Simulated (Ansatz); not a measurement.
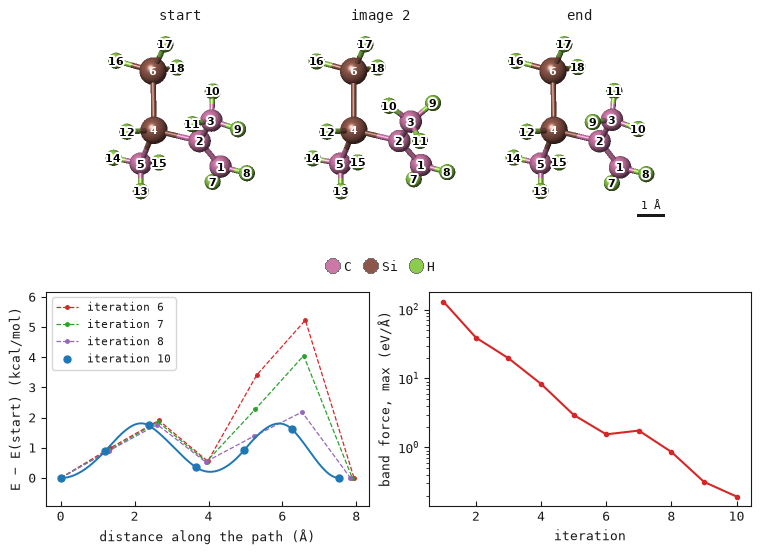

NEB run on C4H12Si2. Images are numbered from 0 (start) to 6 (end). The plot follows the band through its iterations. Style: ball-and-stick. Shown from a free direction.

All numbers below come from RKS B3LYP/6-31G* in Ansatz 0.2.0. Set-up: 5 movable images; climbing image; force threshold 0.2 eV/Å; iteration limit 60; starting path through a guess of the saddle point.

Q: Judge this run.

A: The run is converged, with reservations. The band converged in 10 iterations. The largest component of the band force went from 130 to 0.19 eV/Å. The climbing image converged on the top of the path. Its curvatures weren't checked. The force threshold is loose. The first iteration put the highest image at 892.39 kcal/mol. The two ends have the same energy, and the highest point, image 2, lies 1.74 kcal/mol above the start. The profile has 2 maxima (images 2, 5) with a dip at image 3 (+0.35 kcal/mol), so the process runs in steps.
